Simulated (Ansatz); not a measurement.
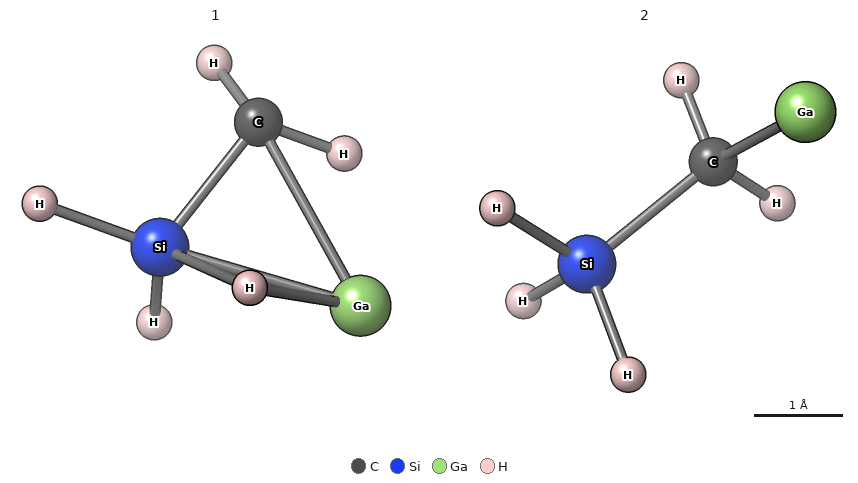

Two geometries of CH5GaSi (coarse preliminary run), drawn at one scale. One is the start of a relaxation, the other its converged end. The picture is a ball-and-stick view, seen at a tilt.

Theory: RKS PBE-D4/def2-SVP (Ansatz 0.2.0). (force threshold 0.03 eV/Å; at most 200 steps)

**Which one is relaxed?**

Structure 2 is the relaxed one. The start comes from a force field. The atom that moves furthest after the best rigid fit is the Ga atom (2.38 Å). Largest moves by element: Ga 2.38 Å, H 1.43 Å, C 0.55 Å, Si 0.21 Å. Near-neighbour distances that change, for instance: Ga–H 1.618 → 3.691 Å, Ga–Si 2.431 → 3.352 Å, C–Ga 2.501 → 2.069 Å, H–Si 1.836 → 1.510 Å. Bonds break: Ga–H (1.62 → 3.69 Å). Among the angles between lasting bonds that change: Si–C–H 106.3° → 109.6°, C–Si–H 111.4° → 114.7°. Over 20 geometry steps the energy falls by 348.1 kJ/mol. The largest force component goes from 3.3 to 0.0043 eV/Å. Cost: 36 s on 2 threads of Arm Neoverse V1 (shared host).
